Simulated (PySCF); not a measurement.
**C₅H₄F₂: electronic excitations**

Aim: predict the electronic excitations of C₅H₄F₂ (`F/C=C(\F)C1=CC1`).

The runs use PySCF 2.14.0, with density-fitted response routines of our own; the level of theory stands in each step. All values are computed, except where a source is named. Atoms are numbered from 0 throughout.

### Step 1. Starting geometry

11 atoms, charge 0, multiplicity 1; geometry from: GFN2-xTB.

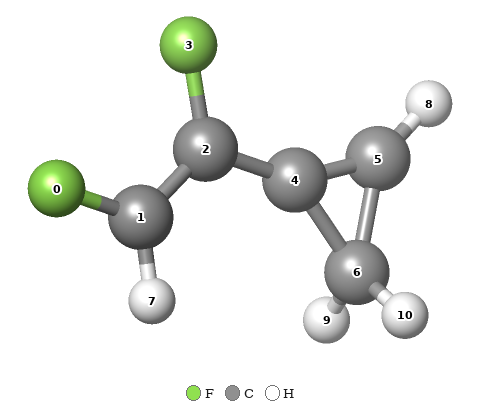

As it starts; fluorine green, carbon grey, hydrogen white, atoms numbered; sticks join atoms by distance.

### Step 2. Excited states and response: PBE0/def2-SVPD

What the job is given:

```
{"job": {"kind": "uv", "xc": "PBE0", "basis": "def2-SVPD", "nstates": 8, "ntriplets": 3}, "charge": 0, "multiplicity": 1}
F      3.219639     0.016730    -0.187913
C      1.921026     0.285792    -0.040122
C      0.957312    -0.623975    -0.220874
F      1.259088    -1.891967    -0.570232
C     -0.419989    -0.333390    -0.063776
C     -1.681714    -0.683401    -0.080537
C     -1.407187     0.745734     0.273423
H      1.716711     1.306908     0.239307
H     -2.435961    -1.415108    -0.225842
H     -1.612947     1.524721    -0.451898
H     -1.510555     1.070626     1.302500
```

Method: TDDFT PBE0/def2-SVPD, vertical, gas phase, core orbitals frozen in the response.

Launch:

```bash
> OMP_NUM_THREADS=1 python probes_run.py task.json out
```

One launch serves the whole session: the jobs run in the order shown.

Predict these results of the whole session: lowest singlet (PBE0/def2-SVPD); lowest triplet.

As calculated:

| quantity | value |
| --- | --- |
| lowest singlet (PBE0/def2-SVPD) | 5.24 eV (237 nm), f = 0.397 |
| lowest triplet | 2.86 eV |

The first singlet state (HOMO→LUMO 0.94) lies at 5.24 eV and is bright. The lowest triplet lies 2.38 eV below the lowest singlet (triplets in Tamm-Dancoff, singlets in full TDDFT).
